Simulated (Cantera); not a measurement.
A closed system holds: 1 mol N₂O, 0.07 mol H₂, 0.012 mol SO₂, at 12.0 Pa.

Method: chemical equilibrium by Gibbs-energy minimisation in Cantera with the NASA 1993 tables (ideal gas, pure condensed phases). Candidate condensed phases: H₂O, H₂SO₄, S; 60 gas species. Ions and electrons are included (thermal ionisation). The numbers say what is thermodynamically allowed, not how fast it happens.

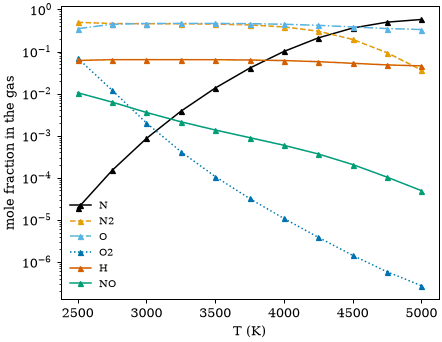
*Equilibrium gas composition (values under 1e-9 drawn at 1e-9)*

From 2500 K to 5000 K nothing is condensed.
